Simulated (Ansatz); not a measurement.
**SiH3O2 (SMILES O[SiH]O): levels of theory compared**

Aim: a comparison of 4 runs (UHF/3-21G, USVWN5/def2-TZVP, UMP2/def2-TZVP, UCCSD/def2-TZVP) of SiH3O2. 

The calculation is run with Ansatz 0.2.0.

24 further runs of the same task are left out: 24 set aside as unsound or not needed. Runs told in other sessions of the task aren't counted.

## Step 1: The molecule

SiH3O2 has 6 atoms, charge 0, and is taken as a doublet. SMILES: `O[SiH]O`. One bond was lengthened or shortened from a relaxed shape.

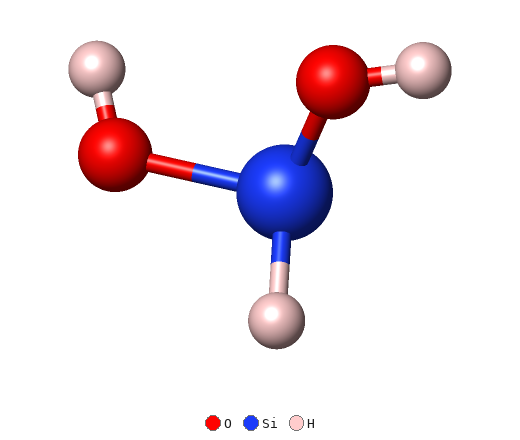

Viewed from a chosen angle; oxygen red, silicon blue, hydrogen pink.

## Step 2: The energy at UHF/3-21G (run 1)

molecule.yaml reads:

```yaml
crystal:
  periodic: [false, false, false]
  atoms:
    - {symbol: O, position_ang: [-1.293016, -0.469155, -0.422702]}
    - {symbol: Si, position_ang: [0.252084, 0.057545, -0.677302]}
    - {symbol: O, position_ang: [1.071000, 0.255000, 1.010900]}
    - {symbol: H, position_ang: [-1.732116, -0.904755, -1.154902]}
    - {symbol: H, position_ang: [0.286984, 1.433545, -1.264002]}
    - {symbol: H, position_ang: [0.987700, -0.475200, 1.627200]}
basis:
  gaussian:
    orbitals: 3-21G.json
output: {orbitals: {seedname: orbitals}}
hamiltonian:
  xc: hf
magnetization:
  spin_polarized: true
  initial_magnetization: 1
accuracy: high
```

The basis set 3-21G is read from a file made from the Basis Set Exchange's data (not shown).

Command:

```bash
$ ansatz run molecule.yaml --threads 1 --pin off --max-ram 2610MiB --events-out events.jsonl --progress --plain --runs-dir runs
```

The log of the run:

```text
Warning: RAYON_NUM_THREADS=1 ignored (pool sized by the plan → 1); use --threads N
Functional definition: HF
  name "HF"
  exchange = exact_x
  correlation = 0
768 factors; integrals over basis functions are off by at most 6.9e-9 eV
mean field evaluation 1: about -11916.4391 eV, gradient 2.9e1 eV
mean field evaluation 2: about -11916.4414 eV, gradient 2.9e1 eV
mean field evaluation 4: about -11919.7502 eV, gradient 1.8e0 eV
mean field evaluation 8: about -11919.8043 eV, gradient 1.5e-1 eV
mean field -11919.80498169 eV, -438.0447535430 hartree, gradient 3.7e-8 eV, S^2 0.755465; 0 other end points of the search recorded, 0 dependent functions left out
reference -11919.80498169 eV, -438.0447535430 hartree; 17, 16 occupied and 20, 21 virtual orbitals, 768 factors
Total energy: -11919.80498169 eV, -438.0447535430 hartree
```

Wall time 0.38 s (1 thread of Arm Neoverse V1, shared host).

## Step 3: The energy at USVWN5/def2-TZVP (run 2)

input.yaml reads:

```yaml
crystal:
  periodic: [false, false, false]
  atoms:
    - {symbol: O, position_ang: [-1.293016, -0.469155, -0.422702]}
    - {symbol: Si, position_ang: [0.252084, 0.057545, -0.677302]}
    - {symbol: O, position_ang: [1.071000, 0.255000, 1.010900]}
    - {symbol: H, position_ang: [-1.732116, -0.904755, -1.154902]}
    - {symbol: H, position_ang: [0.286984, 1.433545, -1.264002]}
    - {symbol: H, position_ang: [0.987700, -0.475200, 1.627200]}
basis:
  gaussian: {orbitals: def2-TZVP}
output: {orbitals: {seedname: orbitals}}
magnetization: {spin_polarized: true, initial_magnetization: 1}
hamiltonian: {xc: {name: SVWN5}}
accuracy: high
```

Command:

```bash
$ ansatz run input.yaml --threads 1 --pin off --max-ram 2610MiB --events-out events.jsonl --progress --plain --runs-dir runs
```

The log of the run:

```text
Warning: RAYON_NUM_THREADS=1 ignored (pool sized by the plan → 1); use --threads N
Functional definition: SVWN5
  name "SVWN5"
  exchange = slater_x
  correlation = vwn5_c
2044 factors; integrals over basis functions are off by at most 3.8e-9 eV
mean field evaluation 1: about -11950.1590 eV, gradient 6.1e1 eV
mean field evaluation 2: about -11848.5369 eV, gradient 1.5e2 eV
mean field evaluation 4: about -11960.2353 eV, gradient 2.4e1 eV
mean field evaluation 8: about -11962.1251 eV, gradient 3.2e-1 eV
mean field evaluation 16: about -11962.1255 eV, gradient 7.4e-5 eV
mean field -11962.12548839 eV, -439.6000034785 hartree, gradient 2.9e-8 eV, S^2 0.751065; 0 other end points of the search recorded, 0 dependent functions left out
reference -11962.12549157 eV, -439.6000035954 hartree; 17, 16 occupied and 100, 101 virtual orbitals, 2044 factors
Total energy: -11962.12549157 eV, -439.6000035954 hartree
```

Wall time 6.3 s (1 thread of Arm Neoverse V1, shared host); peak memory 0.3 GiB.

Run 3 isn't shown in full; the table further down has it.

## Step 4: The energy at UCCSD/def2-TZVP (run 4)

in.yaml reads:

```yaml
crystal:
  periodic: [false, false, false]
  atoms:
    - {symbol: O, position_ang: [-1.293016, -0.469155, -0.422702]}
    - {symbol: Si, position_ang: [0.252084, 0.057545, -0.677302]}
    - {symbol: O, position_ang: [1.071000, 0.255000, 1.010900]}
    - {symbol: H, position_ang: [-1.732116, -0.904755, -1.154902]}
    - {symbol: H, position_ang: [0.286984, 1.433545, -1.264002]}
    - {symbol: H, position_ang: [0.987700, -0.475200, 1.627200]}
basis:
  gaussian: {orbitals: def2-TZVP}
magnetization: {spin_polarized: true, initial_magnetization: 1}
correlation: {method: ccsd, frozen_orbitals: {H: 0, O: 1, Si: 5}}
accuracy: high
scf: {omitted_lower_state_checks: [cluster_reference, increment]}
```

Command:

```bash
$ ansatz run in.yaml --threads 1 --pin off --max-ram 2610MiB --events-out events.jsonl --progress --plain --runs-dir runs
```

The log of the run:

```text
Warning: RAYON_NUM_THREADS=1 ignored (pool sized by the plan → 1); use --threads N
[... 4 set-up lines as earlier in the session ...]
these checks for a lower state are left out or cut short: cluster_reference, increment
2044 factors; integrals over basis functions are off by at most 3.8e-9 eV
mean field evaluation 1: about -11982.0550 eV, gradient 3.5e1 eV
mean field evaluation 2: about -11982.0653 eV, gradient 3.5e1 eV
mean field evaluation 4: about -11986.8066 eV, gradient 2.7e0 eV
mean field evaluation 8: about -11986.9231 eV, gradient 2.5e-1 eV
mean field evaluation 16: about -11986.9246 eV, gradient 2.7e-8 eV
mean field -11986.92463431 eV, -440.5113552817 hartree, gradient 2.7e-8 eV, S^2 0.755893; 0 other end points of the search recorded, 0 dependent functions left out
7 core orbitals not correlated: weight in the atoms' cores, before any rotation towards them, 1.000 or more for the frozen orbitals, at most 0.000 for the correlated occupied ones
reference -11986.92463431 eV, -440.5113552817 hartree; 10, 9 occupied and 100, 101 virtual orbitals, 2044 factors
second order -15.76867623 eV of doubles, -0.00000000 eV of singles
cycle   1  -15.69586930 eV  change    7.3e-2 eV  update   9.3e-2
cycle   2  -16.08524526 eV  change   -3.9e-1 eV  update   2.9e-2
cycle   3  -16.19458635 eV  change   -1.1e-1 eV  update   1.8e-2
cycle   4  -16.18691944 eV  change    7.7e-3 eV  update   5.7e-3
cycle   5  -16.18464314 eV  change    2.3e-3 eV  update   3.2e-3
cycle   6  -16.18604989 eV  change   -1.4e-3 eV  update   1.2e-3
cycle   7  -16.18603464 eV  change    1.5e-5 eV  update   5.8e-4
cycle   8  -16.18604954 eV  change   -1.5e-5 eV  update   2.1e-4
cycle   9  -16.18611052 eV  change   -6.1e-5 eV  update   1.0e-4
cycle  10  -16.18608108 eV  change    2.9e-5 eV  update   4.4e-5
cycle  11  -16.18608244 eV  change   -1.4e-6 eV  update   1.9e-5
cycle  12  -16.18609354 eV  change   -1.1e-5 eV  update   9.3e-6
cycle  13  -16.18609389 eV  change   -3.6e-7 eV  update   3.8e-6
cycle  14  -16.18609737 eV  change   -3.5e-6 eV  update   1.6e-6
cycle  15  -16.18609816 eV  change   -8.0e-7 eV  update   6.6e-7
cycle  16  -16.18609789 eV  change    2.7e-7 eV  update   3.4e-7
cycle  17  -16.18609793 eV  change   -3.6e-8 eV  update   1.6e-7
cycle  18  -16.18609791 eV  change    1.4e-8 eV  update   9.0e-8
cycle  19  -16.18609791 eV  change   1.5e-10 eV  update   5.1e-8
cycle  20  -16.18609794 eV  change   -2.1e-8 eV  update   3.4e-8
cycle  21  -16.18609795 eV  change   -1.7e-8 eV  update   8.7e-8
cycle  22  -16.18609796 eV  change   -1.2e-8 eV  update   2.2e-8
cycle  23  -16.18609796 eV  change    4.2e-9 eV  update   8.0e-9
cycle  24  -16.18609796 eV  change   -1.4e-9 eV  update   4.0e-9
cycle  25  -16.18609796 eV  change   7.4e-10 eV  update   1.7e-9
Total energy: -12003.11073228 eV, -441.1061834104 hartree
Checks for a lower state left out: cluster_reference, increment
```

It took 1.8 min on 1 thread of Arm Neoverse V1, shared host; peak memory 2.2 GiB.

## Step 5: Overview of the runs

| run | level | frozen core orbitals | energy (Eh) | ⟨S²⟩ | wall time |
| --- | --- | --- | --- | --- | --- |
| 1 | UHF/3-21G | – | -438.044754 | 0.755 | 0.38 s |
| 2 | USVWN5/def2-TZVP | – | -439.600004 | 0.751 | 6.3 s |
| 3 | UMP2/def2-TZVP | 7 | -441.090843 | 0.756 | 6.6 s |
| 4 | UCCSD/def2-TZVP | 7 | -441.106183 | 0.756 | 1.8 min |

## Step 6: Summary of results

| quantity | value |
| --- | --- |
| run 4: total energy | -441.10618 Eh |
| run 4: correlation energy (7 core orbitals frozen) | -594.8 mEh |
| run 4: ⟨S²⟩ of the reference determinant | 0.756 |
| run 4: T1 diagnostic | 0.016 |

All runs together took 2 min, the longest 1.8 min.
